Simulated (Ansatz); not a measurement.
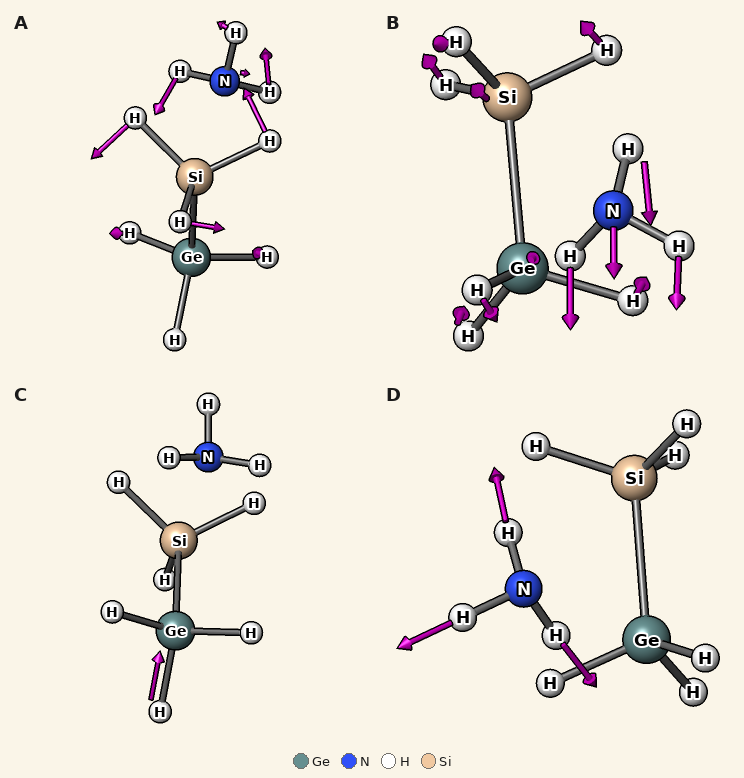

4 normal modes of one molecule or complex, as arrows. Harmonic vibrations computed with RKS PBE0-D4/def2-TZVP (Ansatz 0.2.0) at a stationary point of the same level.

### Match the panels to the wavenumbers 82 cm⁻¹, 269 cm⁻¹, 2122 cm⁻¹, 3501 cm⁻¹.

A: 269 cm⁻¹
B: 82 cm⁻¹
C: 2122 cm⁻¹, Ge–H stretching
D: 3501 cm⁻¹, in-phase stretching of 3 N–H bonds
